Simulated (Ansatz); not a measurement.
# CdSe: structure and electronic structure

Aim: relax CdSe, then solve it with and without frozen cores. Methods of the runs shown: PAW, LAPW and norm-conserving. Its runs: cell and atoms relaxed (PAW); the reference run (LAPW, PAW and norm-conserving).

Method: DFT PBE, with the methods named in each step, in Ansatz 0.2.0.

## Step 1: The structure to begin with

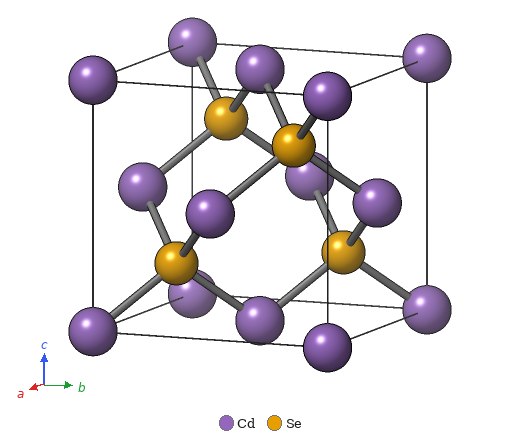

The starting structure, seen slightly off an axis (cadmium purple, selenium amber). Atoms on the faces are drawn again on the opposite ones. The cell drawn here is the conventional one.

Coordinates:

```
Cd Se
1.0
     0.00000    3.07027    3.07027
     3.07027    0.00000    3.07027
     3.07027    3.07027    0.00000
Cd Se
1 1
Direct
  0.00000 0.00000 0.00000
  0.25000 0.25000 0.25000
```

Atoms are numbered in the order of the input: Cd1, Se2.

## Step 2: Cell and atoms relaxed, PAW

File input.yaml:

```yaml
crystal:
  lattice:
    - [0.0, 3.0702711986, 3.0702711986]
    - [3.0702711986, 0.0, 3.0702711986]
    - [3.0702711986, 3.0702711986, 0.0]
  atoms:
    - { symbol: Cd, position: [0.0, 0.0, 0.0] }
    - { symbol: Se, position: [0.25, 0.25, 0.25] }
kpoints:
  mp_grid: { grid: [8, 8, 8] }
scf:
  occupations: { method: fermi_dirac, width: 0.02 }
hamiltonian:
  xc: pbe
  pseudopotentials: { kind: paw }
output:
  forces: true
  stress: true
relax:
  f_tol: 0.005
  max_steps: 50
  cell: {}
```

Command:

```
$ ansatz run input.yaml --threads 1 --pin off --max-ram 2048MiB --backend cpu --events-out ev --progress --plain --runs-dir out
```

The log of the run:

```text
Engine: ansatz 0.2.0
Pseudopotentials: kind: paw
Pseudopotential: Cd, paw, valence charge 20, recommended cutoff 420 eV (normal)
Pseudopotential: Se, paw, valence charge 16, recommended cutoff 420 eV (normal)
Functional definition: PBE
  parameter kappa = 0.804
  parameter beta = 0.06672455060314922
  exchange = pbe_x(kappa = kappa, mu = beta*pi^2/3)
  correlation = pbe_c(beta = beta)
Crystal: 2 atoms, lattice volume = 57.884 Å³
Basis set: ecut = 420 eV, 1139 PW (Γ), exchange–correlation on 60×60×60 points (8 copies of the dense FFT grid, shifted against one another)
Bands: 22, of which v1, the nominal top of the filled ones, is band 18 counted from 1 (17 counted from 0)
Symmetry: 24 space group operations
Space group: F-43m (ITA 216), of the structure as read, at distance tolerance 3.9e-5 Å
k-points: 29 of 512 (time reversal used)
Non-local potential: Cd, projectors of the file, l = 0: 3, l = 1: 2, l = 2: 2, l = 3: 1
Non-local potential: Se, projectors of the file, l = 0: 2, l = 1: 2, l = 2: 3, l = 3: 1
PAW form: soft (Blöchl's): semilocal exchange-correlation on the pseudo side does not see the compensation charge
PAW one-centre angular grid: Cd, 590 points (default); XC on 64 Gauss nodes
PAW one-centre angular grid: Se, 590 points (default); XC on 64 Gauss nodes
Initial density: superposition of atomic densities (neutral atoms: chi_scale 0, normalization atom), corrected by the library's trained network
Initial wavefunctions: pseudopotential atomic-orbital guess
Functional: x = pbe(κ = 0.804, μ = 0.2195149727645171), c = pbe(β = 0.06672455060314922)
SCF iter   1: F=—  HF=-13724.789458 eV  |F-HF|=—  |Δ(HF+E_count)|=         —  Δρ=1.04e-3  dr2=1.33e-3  ethr=1.77e-3  ⟨swp⟩=6.0  Hψ=2750  notcnv=0
preconditioner: auto → none  [insulator: Δε(μ)=0.536 eV  Ē_g=12.031 eV  σ=0.020 eV  W_gap=1.00  n_scr=14 (ndim 8)  ℏωp=20.7 eV  f_vac=0.215  D(μ)=0.00/eV (n_scr^D=0)  ε∞_Penn≈4.0]
SCF iter   2: F=—  HF=-13724.789918 eV  |F-HF|=—  |Δ(HF+E_count)|=   4.60e-4  Δρ=3.80e-4  dr2=6.89e-5  ethr=3.69e-6  ⟨swp⟩=2.0  Hψ=1247  notcnv=0
SCF iter   3: F=—  HF=-13724.789947 eV  |F-HF|=—  |Δ(HF+E_count)|=   2.92e-5  Δρ=1.59e-4  dr2=1.45e-5  ethr=1.91e-7  ⟨swp⟩=2.0  Hψ=1109  notcnv=0
SCF iter   4: F=—  HF=-13724.789972 eV  |F-HF|=—  |Δ(HF+E_count)|=   2.44e-5  Δρ=7.52e-5  dr2=3.83e-6  ethr=4.03e-8  ⟨swp⟩=2.0  Hψ=879  notcnv=0
SCF iter   5: F=—  HF=-13724.789980 eV  |F-HF|=—  |Δ(HF+E_count)|=   8.53e-6  Δρ=2.06e-5  dr2=2.46e-7  ethr=1.06e-8  ⟨swp⟩=2.0  Hψ=899  notcnv=0
SCF iter   6: F=-13724.789981 eV  HF=-13724.789981 eV  |F-HF|=1.62e-8  |Δ(HF+E_count)|=   6.27e-7  Δρ=3.83e-6  dr2=8.02e-9  ethr=2.78e-10  ⟨swp⟩=4.1  Hψ=2141  notcnv=0
SCF 1 converged in 6 iterations: F = -13724.789981 eV  dr2 = 8.02e-9
relax step   1: F+E_penalty+E_count = -13724.78998097 eV  Δ(F+E_penalty+E_count) = +0.000e0 eV  max|allowed force component| = 8.789e-17 eV/Å  Δτ_max = 0.0000 Å  P = +1.285 GPa  Ω = 57.884 Å³  (6 SCF iters, dr2 threshold 1.00e-7 eV, accepted)
Crystal: 2 atoms, lattice volume = 59.896 Å³
Basis set: ecut = 420 eV, 1211 PW (Γ), exchange–correlation on 60×60×60 points (8 copies of the dense FFT grid, shifted against one another)
Initial density: handed on by an earlier stage of this run
Initial wavefunctions: those handed on with the density
iter 1 solved again at ethr=2.63e-6 eV; its pass at ethr=3.10e-3 eV (dr2=9.45e-4 eV) is discarded
SCF iter   1: F=—  HF=-13724.795587 eV  |F-HF|=—  |Δ(HF+E_count)|=         —  Δρ=9.58e-4  dr2=8.74e-4  ethr=2.63e-6  ⟨swp⟩=2.1  Hψ=3710  notcnv=0
preconditioner: auto → none  [insulator: Δε(μ)=0.495 eV  Ē_g=11.867 eV  σ=0.020 eV  W_gap=1.00  n_scr=14 (ndim 8)  ℏωp=20.4 eV  f_vac=0.222  D(μ)=0.00/eV (n_scr^D=0)  ε∞_Penn≈3.9]
SCF iter   2: F=—  HF=-13724.795367 eV  |F-HF|=—  |Δ(HF+E_count)|=   2.20e-4  Δρ=5.99e-4  dr2=1.60e-4  ethr=2.43e-6  ⟨swp⟩=2.0  Hψ=986  notcnv=0
SCF iter   3: F=—  HF=-13724.795341 eV  |F-HF|=—  |Δ(HF+E_count)|=   2.59e-5  Δρ=2.00e-4  dr2=2.46e-5  ethr=4.45e-7  ⟨swp⟩=2.2  Hψ=940  notcnv=0
SCF iter   4: F=—  HF=-13724.795343 eV  |F-HF|=—  |Δ(HF+E_count)|=   1.92e-6  Δρ=9.47e-5  dr2=4.74e-6  ethr=6.83e-8  ⟨swp⟩=2.8  Hψ=960  notcnv=0
SCF iter   5: F=—  HF=-13724.795343 eV  |F-HF|=—  |Δ(HF+E_count)|=   3.33e-7  Δρ=2.06e-5  dr2=2.49e-7  ethr=1.32e-8  ⟨swp⟩=2.7  Hψ=981  notcnv=0
SCF iter   6: F=-13724.795343 eV  HF=-13724.795343 eV  |F-HF|=3.43e-9  |Δ(HF+E_count)|=   1.30e-7  Δρ=2.76e-6  dr2=4.02e-9  ethr=5.56e-10  ⟨swp⟩=4.0  Hψ=2051  notcnv=0
SCF 2 converged in 6 iterations: F = -13724.795343 eV  dr2 = 4.02e-9
relax step   2: F+E_penalty+E_count = -13724.79534345 eV  Δ(F+E_penalty+E_count) = -5.362e-3 eV  max|allowed force component| = 3.816e-17 eV/Å  Δτ_max = 0.0000 Å  P = -0.314 GPa  Ω = 59.896 Å³  energy of the carried Pulay correction = -4.145e-4 eV  (6 SCF iters, dr2 threshold 2.00e-7 eV, accepted)
Crystal: 2 atoms, lattice volume = 59.490 Å³
iter 1 solved again at ethr=2.65e-7 eV; its pass at ethr=3.10e-3 eV (dr2=9.53e-5 eV) is discarded
SCF iter   1: F=—  HF=-13724.795854 eV  |F-HF|=—  |Δ(HF+E_count)|=         —  Δρ=1.89e-4  dr2=3.42e-5  ethr=2.65e-7  ⟨swp⟩=2.0  Hψ=3349  notcnv=0
preconditioner: auto → none  [insulator: Δε(μ)=0.491 eV  Ē_g=11.911 eV  σ=0.020 eV  W_gap=1.00  n_scr=14 (ndim 8)  ℏωp=20.4 eV  f_vac=0.217  D(μ)=0.00/eV (n_scr^D=0)  ε∞_Penn≈3.9]
SCF iter   2: F=—  HF=-13724.795845 eV  |F-HF|=—  |Δ(HF+E_count)|=   8.51e-6  Δρ=1.19e-4  dr2=6.15e-6  ethr=9.51e-8  ⟨swp⟩=2.0  Hψ=871  notcnv=0
SCF iter   3: F=—  HF=-13724.795844 eV  |F-HF|=—  |Δ(HF+E_count)|=   1.09e-6  Δρ=3.98e-5  dr2=9.10e-7  ethr=1.71e-8  ⟨swp⟩=2.0  Hψ=880  notcnv=0
SCF iter   4: F=-13724.795844 eV  HF=-13724.795844 eV  |F-HF|=1.54e-8  |Δ(HF+E_count)|=   4.02e-8  Δρ=1.78e-5  dr2=1.55e-7  ethr=5.56e-10  ⟨swp⟩=4.0  Hψ=2102  notcnv=0
SCF 3 converged in 4 iterations: F = -13724.795844 eV  dr2 = 1.55e-7
relax step   3: F+E_penalty+E_count = -13724.79584401 eV  Δ(F+E_penalty+E_count) = -5.006e-4 eV  max|allowed force component| = 5.667e-17 eV/Å  Δτ_max = 0.0000 Å  P = -0.016 GPa  Ω = 59.490 Å³  energy of the carried Pulay correction = -3.328e-4 eV  (4 SCF iters, dr2 threshold 2.00e-7 eV, accepted)
Initial wavefunctions: pseudopotential atomic-orbital guess (no wavefunctions were taken with the density)
iter 1 solved again at ethr=9.70e-8 eV; its pass at ethr=3.10e-3 eV (dr2=3.49e-5 eV) is discarded
SCF iter   1: F=—  HF=-13724.792235 eV  |F-HF|=—  |Δ(HF+E_count)|=         —  Δρ=3.74e-4  dr2=3.60e-6  ethr=9.70e-8  ⟨swp⟩=3.0  Hψ=4386  notcnv=0
preconditioner: auto → none  [insulator: Δε(μ)=0.497 eV  Ē_g=11.911 eV  σ=0.020 eV  W_gap=1.00  n_scr=14 (ndim 8)  ℏωp=20.4 eV  f_vac=0.218  D(μ)=0.00/eV (n_scr^D=0)  ε∞_Penn≈3.9]
SCF iter   2: F=—  HF=-13724.795182 eV  |F-HF|=—  |Δ(HF+E_count)|=   2.95e-3  Δρ=1.86e-4  dr2=8.24e-7  ethr=9.99e-9  ⟨swp⟩=2.1  Hψ=982  notcnv=0
SCF iter   3: F=—  HF=-13724.795984 eV  |F-HF|=—  |Δ(HF+E_count)|=   8.02e-4  Δρ=8.30e-5  dr2=1.29e-7  ethr=2.29e-9  ⟨swp⟩=2.1  Hψ=924  notcnv=0
SCF iter   4: F=—  HF=-13724.796172 eV  |F-HF|=—  |Δ(HF+E_count)|=   1.88e-4  Δρ=1.83e-5  dr2=2.18e-8  ethr=3.59e-10  ⟨swp⟩=2.3  Hψ=966  notcnv=0
SCF iter   5: F=—  HF=-13724.796181 eV  |F-HF|=—  |Δ(HF+E_count)|=   8.52e-6  Δρ=4.15e-6  dr2=4.14e-9  ethr=6.05e-11  ⟨swp⟩=2.0  Hψ=1138  notcnv=0
SCF iter   6: F=—  HF=-13724.796181 eV  |F-HF|=—  |Δ(HF+E_count)|=   2.62e-7  Δρ=4.26e-7  dr2=9.29e-11  ethr=1.15e-11  ⟨swp⟩=2.0  Hψ=1131  notcnv=0
SCF iter   7: F=-13724.796181 eV  HF=-13724.796181 eV  |F-HF|=1.11e-10  |Δ(HF+E_count)|=   1.42e-9  Δρ=1.04e-7  dr2=8.58e-12  ethr=1.00e-12  ⟨swp⟩=5.9  Hψ=2616  notcnv=0
SCF 4 converged in 7 iterations: F = -13724.796181 eV  dr2 = 8.58e-12
relax step   4: F+E_penalty+E_count = -13724.79618115 eV  Δ(F+E_penalty+E_count) = -3.371e-4 eV  max|allowed force component| = 4.279e-17 eV/Å  Δτ_max = 0.0000 Å  P = -0.019 GPa  Ω = 59.490 Å³  stress off target by 1.87e-2 GPa  SCF on the basis re-selected at this cell (its energy is not comparable with the rows above)  (7 SCF iters)
basis re-selected at this cell: Δ(F+E_penalty+E_count) = -3.371e-4 eV, ΔP = -0.003 GPa vs the last step (what re-selecting the basis moved, of the pressure what is left beyond the Pulay correction that the steps carried, after the strain that the cell walked since its last selection, with what the two solves' SCF thresholds leave and, on support functions, any second-order correction that the steps lacked; it is no measure of the basis error at this ecutwfc). This SCF's stress stands 1.87e-2 GPa from its target on what of the cell is left free (relax.cell.stress_tol is 5.00e-2 GPa) and its largest allowed force component is 4.28e-17 eV/Å (relax.f_tol is 5.00e-3 eV/Å): within both
SCF converged after 7 iterations
Free energy (F): -13724.796181 eV
Harris-Foulkes:  -13724.796181 eV  (|F-HF|=1.11e-10)
Internal energy: -13724.796181 eV  (E = F + TS)
E sigma→0 (E₀):  -13724.796181 eV
Entropy (-TS):   -0.000000 eV (-0.000 meV/atom)
Fermi energy:    6.953073 eV
--- Per-component energies (eV) ---
  E_band       = -913.598750
  E_kinetic    = 622.769982
  E_local      = -6505.071707  (includes V_loc(G=0)·N_el)
  E_nonlocal   = -562.147524
  E_hartree    = 3085.864641
  E_xc         = -280.513291
  E_vxc        = -319.199641  (∫ρ·V_xc dr)
  E_paw        = -5994.902669  (= ΣΔE_a)
  E_vpaw       = -321.678648  (= ΣTr[D̂ρ^β])
  E_aug_tail   = -0.000621  (compensation charges beyond the density's cutoff)
  E_ewald      = -4090.794991
  E_smearing   = -0.000000  (= −TS)
  E_closure    = -0.000000  (closes the sum)
  Σ components = -13724.796181   (vs F -13724.796181, Δ=0.00e0)
--- Forces (eV/Å), atoms counted from 1 ---
  atom   1  Cd     0.00000000    -0.00000000    -0.00000000
  atom   2  Se    -0.00000000     0.00000000     0.00000000
  max |Σ_I F_I| component: 4.86e-17 eV/Å
--- Stress (GPa, compression-positive) ---
       -0.018709      -0.000000      -0.000000
       -0.000000      -0.018709       0.000000
       -0.000000       0.000000      -0.018709
  P = ⅓ Tr σ = -0.0187 GPa (-0.187 kbar)
--- Relaxed structure (3 steps of the walk, 3 accepted, 1 SCFs on fresh bases) ---
  F+E_penalty+E_count = -13724.79618115 eV   max|allowed force component| = 4.279e-17 eV/Å   (the final SCF, on the basis selected at the relaxed cell)
  cell:  # Å, volume = 59.4903 Å³
    - [6.4965993419418755e-34, 3.0984096531095067, 3.0984096531095067]
    - [3.0984096531095067, 4.700480700346182e-33, 3.0984096531095067]
    - [3.0984096531095067, 3.0984096531095067, 4.713219130428421e-33]
  atoms:
    - { symbol: Cd, position: [-7.403250145519633e-34, 9.272031735650801e-34, 8.710090418338632e-34] }
    - { symbol: Se, position: [0.25, 0.25, 0.25] }
```

Run time: 9.5 s. Hardware: 1 thread of Arm Neoverse V2, shared host; peak memory 0.34 GiB.

Relaxation path:

```
step  energy from step 1 (eV/cell)  largest force component (eV/Å)  pressure (GPa)  volume (Å³)
   1                        0.0000                          0.0000            1.29        57.88
   2                       -0.0054                          0.0000           -0.31        59.90
   3                       -0.0059                          0.0000           -0.02        59.49
   4                       -0.0062                          0.0000           -0.02        59.49
```

Step 1 is the start. Step 4 repeats the geometry before on a plane-wave basis chosen anew for that cell, so the energy can jump there without any move; the table keeps such jumps.

| input's cell | before | after | change |
| --- | --- | --- | --- |
| a (Å) | 4.342 | 4.382 | +0.9 % |
| b (Å) | 4.342 | 4.382 | +0.9 % |
| c (Å) | 4.342 | 4.382 | +0.9 % |
| volume (Å³/atom) | 28.94 | 29.75 | +2.8 % |

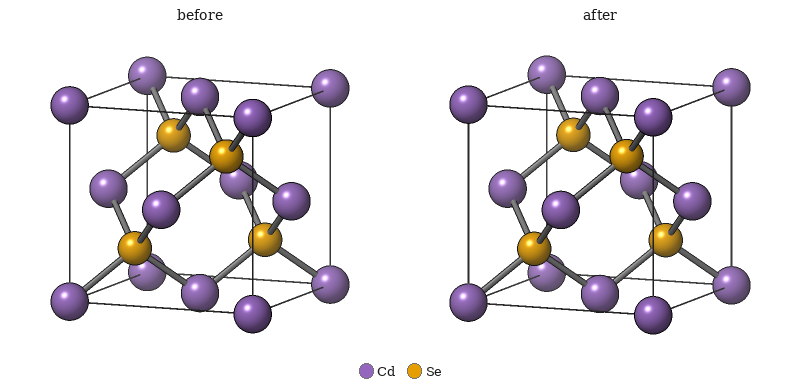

Start (left) and end (right) at the same scale.

(Part 1 of 2 ends here.)
